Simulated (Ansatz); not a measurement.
```xyz
7

Si   -0.8441   -0.1533    0.5706
S     1.4136   -0.2307   -0.5317
O    -1.5056    1.0386   -0.1189
H     1.5202    1.1004   -0.3664
H    -1.1424   -1.5759    0.2329
H    -0.2587   -0.0969    1.9420
H     0.8170   -0.0823   -1.7284
```

The product side of a reaction path; geometry: PBE0-D4/def2-TZVP.

Level of theory: Ansatz 0.2.0, RKS PBE0-D4/def2-TZVPP.

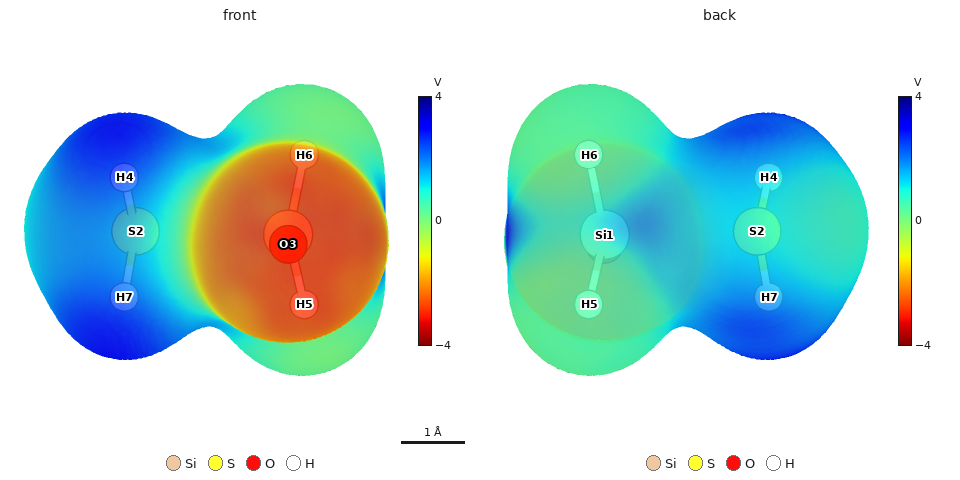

H$_{2}$OSi···H$_{2}$S. The molecular electrostatic potential painted on the density surface at 0.004 e/bohr³, seen from the front and from behind; the colour scale runs from red (negative) to blue (positive).

Which sites attract a positive test charge, and which a negative one?

A positive charge is drawn to the negative regions and a negative charge to the positive ones. The most negative region (about −3.0 V) lies over O3, the most positive (about +3.0 V) over H4 and H7. O3 is the likeliest acceptor of a hydrogen bond.
